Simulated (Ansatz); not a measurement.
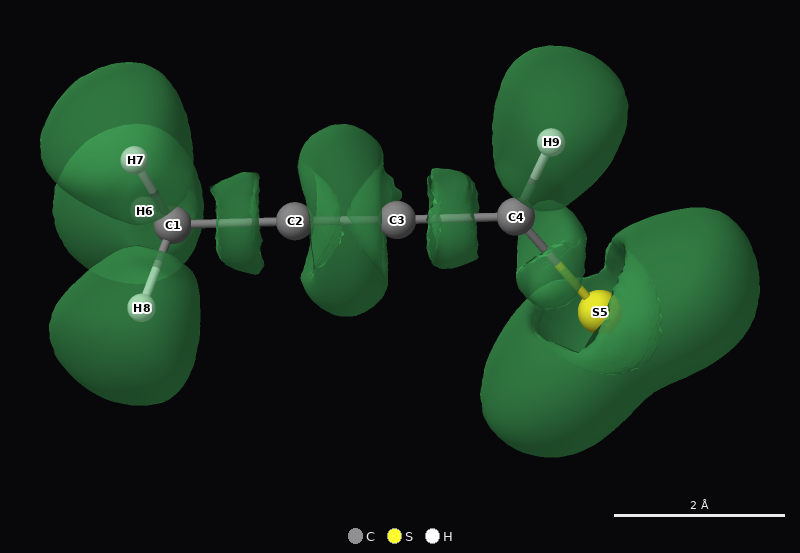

C4H4S (SMILES CC#CC=S). Isosurface of the electron localisation function at 0.75 (green), seen at a tilt. Only the valence region is drawn (cores and ρ < 0.01 e/Å³ removed).

Geometry: PBE0-D4/def2-TZVP.

The calculation used Ansatz, RKS PBE0-D4/def2-TZVPP.

```xyz
9

C    -0.1372   -1.4118   -1.1690
C    -0.0149   -0.3311   -0.2192
C     0.0828    0.5900    0.5569
C     0.1991    1.6420    1.4782
S     0.1642    3.2198    1.1058
H    -1.1598   -1.4614   -1.5541
H     0.1038   -2.3747   -0.7135
H     0.5287   -1.2521   -2.0210
H     0.3216    1.3329    2.5188
```

Question: Where are the electrons localised?

Answer: The surface consists of three regions between bonded C–C atoms (shared pairs), one region between bonded C–S atoms (shared pairs), four regions around hydrogen nuclei and one ring or bowl of non-bonding electrons around S. Along the contacts the grid gives the following. C–C (1.21 Å): the ELF peaks at about 0.85 between the atoms (a multiple bond). C–S (1.62 Å): the ELF peaks at about 0.90 between the atoms (a covalent bond).
